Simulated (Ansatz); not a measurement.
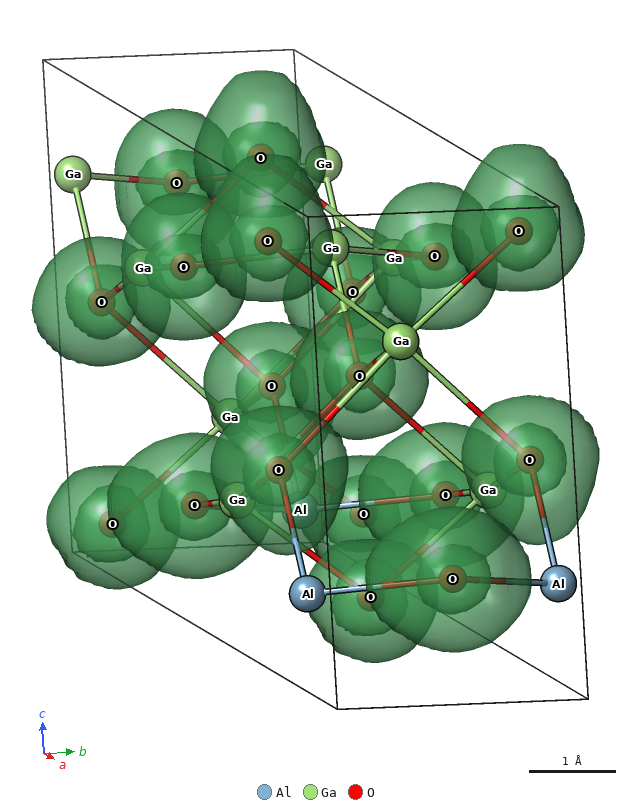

Figure 1: AlGa3O6. Isosurface of the electron localisation function at 0.75 (green), seen slightly off an axis. Core shells and regions of very low density are left out. Sticks mark near contacts.

Space group Cm; a generated structure, not necessarily the stable one.

Computed with DFT PBEsol, scalar-relativistic, plane waves, PAW in Ansatz 0.2.0.

```yaml
crystal:
  lattice:
    - [-12.19252, 0.00000, -0.03231]
    - [0.00000, 3.02202, 0.00000]
    - [1.36864, 0.00000, -5.59926]
  atoms:
    - { symbol: Al, position: [0.91021, 0.00000, 0.20616] }
    - { symbol: Al, position: [0.41021, 0.50000, 0.20616] }
    - { symbol: Ga, position: [0.59027, 0.50000, 0.79595] }
    - { symbol: Ga, position: [0.09027, 0.00000, 0.79595] }
    - { symbol: Ga, position: [0.84178, 0.50000, 0.68647] }
    - { symbol: Ga, position: [0.34178, 0.00000, 0.68647] }
    - { symbol: Ga, position: [0.65732, 0.00000, 0.31508] }
    - { symbol: Ga, position: [0.15732, 0.50000, 0.31508] }
    - { symbol: O, position: [0.83892, 0.00000, 0.89918] }
    - { symbol: O, position: [0.33892, 0.50000, 0.89918] }
    - { symbol: O, position: [0.66467, 0.50000, 0.11017] }
    - { symbol: O, position: [0.16467, 0.00000, 0.11017] }
    - { symbol: O, position: [0.82874, 0.00000, 0.43140] }
    - { symbol: O, position: [0.32874, 0.50000, 0.43140] }
    - { symbol: O, position: [0.67366, 0.50000, 0.56301] }
    - { symbol: O, position: [0.17366, 0.00000, 0.56301] }
    - { symbol: O, position: [0.50389, 0.00000, 0.74084] }
    - { symbol: O, position: [0.00389, 0.50000, 0.74084] }
    - { symbol: O, position: [0.99054, 0.50000, 0.25173] }
    - { symbol: O, position: [0.49054, 0.00000, 0.25173] }
```

Identify the bonds, lone pairs and shells in this picture.

Answer. The ELF exceeds this value in six regions on O in which the atom's valence shell and bonds are merged and six regions wrapped around O (the valence shell of each), counted in one cell of 20 atoms. Any copies at cell faces, edges or corners count once. Along the contacts the grid gives the following. Al–O (1.78 Å): the ELF peaks at about 0.85 in the valence shell of O, 0.7 Å from its nucleus, and is about 0.85 at the midpoint. Ga–O (1.83 Å): the ELF peaks at about 0.80 in the valence shell of O, 0.6 Å from its nucleus, and is about 0.40 at the midpoint.
